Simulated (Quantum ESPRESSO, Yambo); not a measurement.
# Beyond one shot: SiF (chair-type functionalised monolayer), part 2 of 2

Aim: iterate the self-energy on SiF (chair-type functionalised monolayer) and follow the gap from cycle to cycle.

Quantum ESPRESSO 7.5 and Yambo 5.3.0; PBE and many-body steps on it, plane waves. Known limits of the many-body steps: not at the basis limit.

So far. Step 4 (G0W0): The gap on the mesh goes from 0.68 eV to 2.06 eV, a correction of +1.38 eV. Step 5 (evGW0, cycle 1): Against G0W0 in Yambo (6×6×1 mesh, 72 bands, screening to 74.8 eV, Godby-Needs plasmon pole), the gap moves by +0.324 eV.

### Step 6. evGW0, cycle 2

Level of this step: evGW0 on PBE, plane waves, norm-conserving pseudopotentials (Yambo).

The corrected levels of the last cycle go back in.

Input file gw3.in:

```
HF_and_locXC
gw0
dyson
ppa
em1d
rim_cut
rim_w
RandQpts= 3000000
RandGvec= 100 RL
CUTGeo= "slab z"
RandGvecW= 9 RL
EXXRLvcs= 72 Ry
VXCRLvcs= 288 Ry
Chimod= "HARTREE"
% BndsRnXp
 1 | 72 |
%
NGsBlkXp= 5.5 Ry
% LongDrXp
 1 | 1 | 0 |
%
% GbndRnge
 1 | 72 |
%
DysSolver= "n"
ExtendOut
PPAPntXp= 27.21138 eV
% QPkrange
 1 | 7 | 3 | 17 |
%
GfnQPdb= "E < ./gw2_fix/ndb.QP"
```

On the command line:

```bash
$ OMP_NUM_THREADS=1 mpirun -n 4 yambo -F gw3.in -J gw3,gw1_W -C gw3 > gw3.log
```

What it wrote:

```text
 Yambo, version 5.3.0

 [02] CORE Variables Setup
 =========================

  [... cell, symmetries and grids as in the set-up ...]

  [02.05] Energies & Occupations
  ==============================

  [X] === General ===
  [X] Electronic Temperature                        :  0.000000  0.000000 [eV K]
  [X] Bosonic    Temperature                        :  0.000000  0.000000 [eV K]
  [X] Finite Temperature mode                       : no
  [X] El. density                                   :  0.10086E+24 [cm-3]
[...]
Sx RL components                                 :  15207

  QP @ state[ 1 ] K range                          :   1   7
  QP @ state[ 1 ] b range                          :   3  17
  GF energies kind                                 : Perdew, Burke & Ernzerhof(X)+Perdew, Burke & Ernzerhof(C)+ E < ./gw1/ndb.QP + @E Fit+ E < ./gw2_fix/
  GF WF`s kind                                     : Perdew, Burke & Ernzerhof(X)+Perdew, Burke & Ernzerhof(C)
  Xs energies kind                                 : Perdew, Burke & Ernzerhof(X)+Perdew, Burke & Ernzerhof(C)
  Xs WF`s kind                                     : Perdew, Burke & Ernzerhof(X)+Perdew, Burke & Ernzerhof(C)

 [16] Game Over & Game summary
```

Wall time 6.4 min (4 MPI ranks of Arm Neoverse V2, shared host); peak memory 3.2 GiB; 25 min of CPU time.

This step gave:

| Property | Result |
| --- | --- |
| quasiparticle gap on the mesh | 2.447 eV |
| gap of the density functional on the mesh | 0.6760 eV |
| k of the valence top | 0, 0, 0 |
| k of the conduction bottom | 0, 0, 0 |
| least direct quasiparticle gap on the computed points | 2.447 eV |

Against the cycle before, the gap moves by +0.064 eV.

The program's own table gives 2.782 eV, which is too large where the input levels are shifted: this version takes Σc at the unshifted level E₀, yet steps from the shifted one. The value above is the Newton step from E₀, E₀ + Z(Σc + Σx − Vxc), rebuilt from the printed columns.

### Step 7. evGW0, cycle 3

gw4.in, as its differences from gw3.in of step 6:

```diff
@@ -30,2 +30,2 @@
 %
-GfnQPdb= "E < ./gw2_fix/ndb.QP"
+GfnQPdb= "E < ./gw3_fix/ndb.QP"
```

On the command line:

```bash
$ OMP_NUM_THREADS=1 mpirun -n 4 yambo -F gw4.in -J gw4,gw1_W -C gw4 > gw4.log
```

What it wrote:

```text
 Yambo, version 5.3.0

 [02] CORE Variables Setup
 =========================

  [... cell, symmetries and grids as in the set-up ...]

  [02.05] Energies & Occupations
  ==============================

  [X] === General ===
  [X] Electronic Temperature                        :  0.000000  0.000000 [eV K]
  [X] Bosonic    Temperature                        :  0.000000  0.000000 [eV K]
  [X] Finite Temperature mode                       : no
  [X] El. density                                   :  0.10086E+24 [cm-3]
[...]
Sx RL components                                 :  15207

  QP @ state[ 1 ] K range                          :   1   7
  QP @ state[ 1 ] b range                          :   3  17
  GF energies kind                                 : Perdew, Burke & Ernzerhof(X)+Perdew, Burke & Ernzerhof(C)+ E < ./gw1/ndb.QP + @E Fit+ E < ./gw2_fix/
  GF WF`s kind                                     : Perdew, Burke & Ernzerhof(X)+Perdew, Burke & Ernzerhof(C)
  Xs energies kind                                 : Perdew, Burke & Ernzerhof(X)+Perdew, Burke & Ernzerhof(C)
  Xs WF`s kind                                     : Perdew, Burke & Ernzerhof(X)+Perdew, Burke & Ernzerhof(C)

 [16] Game Over & Game summary
```

The job ended after 6.3 min (4 MPI ranks; peak memory 3.2 GiB; 25 min of CPU time).

This step gave:

* quasiparticle gap on the mesh: 2.460 eV
* gap of the density functional on the mesh: 0.6760 eV
* k of the valence top: 0, 0, 0
* k of the conduction bottom: 0, 0, 0
* least direct quasiparticle gap on the computed points: 2.460 eV

Against the cycle before, the gap moves by +0.013 eV.

The program's own table gives 2.804 eV, which is too large where the input levels are shifted: this version takes Σc at the unshifted level E₀, yet steps from the shifted one. The value above is the Newton step from E₀, E₀ + Z(Σc + Σx − Vxc), rebuilt from the printed columns.

### Step 8. evGW0, cycle 4

gw5.in, as its differences from gw4.in of step 7:

```diff
@@ -30,2 +30,2 @@
 %
-GfnQPdb= "E < ./gw3_fix/ndb.QP"
+GfnQPdb= "E < ./gw4_fix/ndb.QP"
```

On the command line:

```bash
$ OMP_NUM_THREADS=1 mpirun -n 4 yambo -F gw5.in -J gw5,gw1_W -C gw5 > gw5.log
```

What it wrote:

```text
 Yambo, version 5.3.0

 [02] CORE Variables Setup
 =========================

  [... cell, symmetries and grids as in the set-up ...]

  [02.05] Energies & Occupations
  ==============================

  [X] === General ===
  [X] Electronic Temperature                        :  0.000000  0.000000 [eV K]
  [X] Bosonic    Temperature                        :  0.000000  0.000000 [eV K]
  [X] Finite Temperature mode                       : no
  [X] El. density                                   :  0.10086E+24 [cm-3]
[...]
Sx RL components                                 :  15207

  QP @ state[ 1 ] K range                          :   1   7
  QP @ state[ 1 ] b range                          :   3  17
  GF energies kind                                 : Perdew, Burke & Ernzerhof(X)+Perdew, Burke & Ernzerhof(C)+ E < ./gw1/ndb.QP + @E Fit+ E < ./gw2_fix/
  GF WF`s kind                                     : Perdew, Burke & Ernzerhof(X)+Perdew, Burke & Ernzerhof(C)
  Xs energies kind                                 : Perdew, Burke & Ernzerhof(X)+Perdew, Burke & Ernzerhof(C)
  Xs WF`s kind                                     : Perdew, Burke & Ernzerhof(X)+Perdew, Burke & Ernzerhof(C)

 [16] Game Over & Game summary
```

It took 6.3 min on 4 MPI ranks; peak memory 3.2 GiB; 25 min of CPU time.

This step gave:

- quasiparticle gap on the mesh: 2.463 eV
- gap of the density functional on the mesh: 0.6760 eV
- k of the valence top: 0, 0, 0
- k of the conduction bottom: 0, 0, 0
- least direct quasiparticle gap on the computed points: 2.463 eV

Against the cycle before, the gap moves by +0.003 eV.

The program's own table gives 2.808 eV, which is too large where the input levels are shifted: this version takes Σc at the unshifted level E₀, yet steps from the shifted one. The value above is the Newton step from E₀, E₀ + Z(Σc + Σx − Vxc), rebuilt from the printed columns.

### Step 9. evGW, cycle 1

This step: evGW on PBE, plane waves, norm-conserving pseudopotentials.

gw6.in, as its differences from gw5.in of step 8:

```diff
@@ -30,2 +30,3 @@
 %
-GfnQPdb= "E < ./gw4_fix/ndb.QP"
+GfnQPdb= "E < ./gw1/ndb.QP"
+XfnQPdb= "E < ./gw1/ndb.QP"
```

On the command line:

```bash
$ OMP_NUM_THREADS=1 mpirun -n 4 yambo -F gw6.in -J gw6 -C gw6 > gw6.log
```

What it wrote:

```text
 Yambo, version 5.3.0

 [02] CORE Variables Setup
 =========================

  [... cell, symmetries and grids as in the set-up ...]

  [02.05] Energies & Occupations
  ==============================

  [X] === General ===
  [X] Electronic Temperature                        :  0.000000  0.000000 [eV K]
  [X] Bosonic    Temperature                        :  0.000000  0.000000 [eV K]
  [X] Finite Temperature mode                       : no
  [X] El. density                                   :  0.10086E+24 [cm-3]
[...]
Sx RL components                                 :  15207

  QP @ state[ 1 ] K range                          :   1   7
  QP @ state[ 1 ] b range                          :   3  17
  GF energies kind                                 : Perdew, Burke & Ernzerhof(X)+Perdew, Burke & Ernzerhof(C)+ E < ./gw1/ndb.QP + @E Fit
  GF WF`s kind                                     : Perdew, Burke & Ernzerhof(X)+Perdew, Burke & Ernzerhof(C)
  Xs energies kind                                 : Perdew, Burke & Ernzerhof(X)+Perdew, Burke & Ernzerhof(C)
  Xs WF`s kind                                     : Perdew, Burke & Ernzerhof(X)+Perdew, Burke & Ernzerhof(C)

 [18] Game Over & Game summary
```

Elapsed: 7.4 min, on 4 MPI ranks; peak memory 3.2 GiB.

Numbers from this step:

```yaml
quasiparticle_gap_on_the_mesh: 2.791 eV
gap_of_the_density_functional_on_the_mesh: 0.6760 eV
k_of_the_valence_top: 0, 0, 0
k_of_the_conduction_bottom: 0, 0, 0
least_direct_quasiparticle_gap_on_the_computed_points: 2.791 eV
```

Against G0W0 in Yambo (6×6×1 mesh, 72 bands, screening to 74.8 eV, Godby-Needs plasmon pole), the gap moves by +0.731 eV.

The program's own table gives 3.021 eV, which is too large where the input levels are shifted: this version takes Σc at the unshifted level E₀, yet steps from the shifted one. The value above is the Newton step from E₀, E₀ + Z(Σc + Σx − Vxc), rebuilt from the printed columns.

### Step 10. evGW, cycle 2

gw7.in, as its differences from gw6.in of step 9:

```diff
@@ -30,3 +30,3 @@
 %
-GfnQPdb= "E < ./gw1/ndb.QP"
-XfnQPdb= "E < ./gw1/ndb.QP"
+GfnQPdb= "E < ./gw6_fix/ndb.QP"
+XfnQPdb= "E < ./gw6_fix/ndb.QP"
```

On the command line:

```bash
$ OMP_NUM_THREADS=1 mpirun -n 4 yambo -F gw7.in -J gw7 -C gw7 > gw7.log
```

What it wrote:

```text
 Yambo, version 5.3.0

 [02] CORE Variables Setup
 =========================

  [... cell, symmetries and grids as in the set-up ...]

  [02.05] Energies & Occupations
  ==============================

  [X] === General ===
  [X] Electronic Temperature                        :  0.000000  0.000000 [eV K]
  [X] Bosonic    Temperature                        :  0.000000  0.000000 [eV K]
  [X] Finite Temperature mode                       : no
  [X] El. density                                   :  0.10086E+24 [cm-3]
[...]
Sx RL components                                 :  15207

  QP @ state[ 1 ] K range                          :   1   7
  QP @ state[ 1 ] b range                          :   3  17
  GF energies kind                                 : Perdew, Burke & Ernzerhof(X)+Perdew, Burke & Ernzerhof(C)+ E < ./gw1/ndb.QP + @E Fit+ E < ./gw6_fix/
  GF WF`s kind                                     : Perdew, Burke & Ernzerhof(X)+Perdew, Burke & Ernzerhof(C)
  Xs energies kind                                 : Perdew, Burke & Ernzerhof(X)+Perdew, Burke & Ernzerhof(C)
  Xs WF`s kind                                     : Perdew, Burke & Ernzerhof(X)+Perdew, Burke & Ernzerhof(C)

 [18] Game Over & Game summary
```

Elapsed: 7.4 min, on 4 MPI ranks; peak memory 3.2 GiB; 30 min of CPU time.

This step gave:

```
quasiparticle gap on the mesh                         : 3.053 eV
gap of the density functional on the mesh             : 0.6760 eV
k of the valence top                                  : 0, 0, 0
k of the conduction bottom                            : 0, 0, 0
least direct quasiparticle gap on the computed points : 3.053 eV
```

Against the cycle before, the gap moves by +0.261 eV.

The program's own table gives 3.352 eV, which is too large where the input levels are shifted: this version takes Σc at the unshifted level E₀, yet steps from the shifted one. The value above is the Newton step from E₀, E₀ + Z(Σc + Σx − Vxc), rebuilt from the printed columns.

### Step 11. Side by side

Times are wall times on 4 MPI ranks of Arm Neoverse V2, shared host, good to a factor of about two.

| run | mesh | bands | screening cutoff (eV) | DFT gap (eV) | gap on the mesh (eV) | direct (eV) | time |
| --- | --- | --- | --- | --- | --- | --- | --- |
| G0W0 | 6×6×1 | 72 | 74.8 | 0.676 | 2.060 | 2.060 | 7.4 min |
| evGW0, cycle 1 | 6×6×1 | 72 | 74.8 | 0.676 | 2.384 | 2.384 | 6.3 min |
| evGW0, cycle 2 | 6×6×1 | 72 | 74.8 | 0.676 | 2.447 | 2.447 | 6.4 min |
| evGW0, cycle 3 | 6×6×1 | 72 | 74.8 | 0.676 | 2.460 | 2.460 | 6.3 min |
| evGW0, cycle 4 | 6×6×1 | 72 | 74.8 | 0.676 | 2.463 | 2.463 | 6.3 min |
| evGW, cycle 1 | 6×6×1 | 72 | 74.8 | 0.676 | 2.791 | 2.791 | 7.4 min |
| evGW, cycle 2 | 6×6×1 | 72 | 74.8 | 0.676 | 3.053 | 3.053 | 7.4 min |

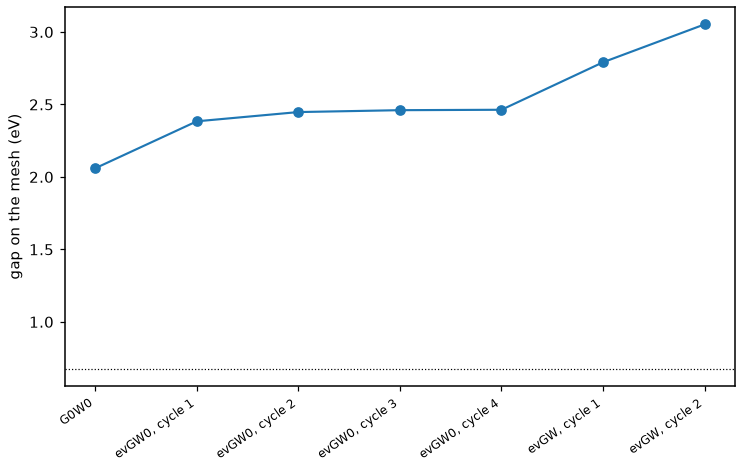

The gap through the cycles; the dotted line is the starting gap.

### Step 12. Summary of results

```yaml
g0w0: 2.060 eV
evgw0_cycle_1: 2.384 eV
evgw0_cycle_2: 2.447 eV
evgw0_cycle_3: 2.460 eV
evgw0_cycle_4: 2.463 eV
evgw_cycle_1: 2.791 eV
evgw_cycle_2: 3.053 eV
known_limits: not at the basis limit
```

**Reading.** evGW0 ends at 2.46 eV, +0.40 eV from G0W0, after 4 cycles that took 25 min beside the first screening; the last moved the gap by 0.003 eV. evGW ends at 3.05 eV, +0.99 eV from G0W0, after 2 cycles that took 15 min beside the first screening; the last moved the gap by 0.261 eV, so the loop had not settled. Bands and cutoff are finite, so the gap is not at the basis limit. The miss can reach some tenths of an eV and take either sign; the mesh is an error of its own.

[Paths, hosts, dates, memory and timing lines, banners, echoed tables and standing remarks are left out of the program output.]

[Logs are printed without paths, hosts, clocks, repeated set-up lines and the standing remarks that a program may print on its own settings, such as how far it seeks lower states.]

[Runs of the session that timed out or met a known fault of the program may be left out.]

[Hosts, paths, dates, database ids (printed as entryN), source tags and the programs' standing remarks are cut or masked in the printed files.]
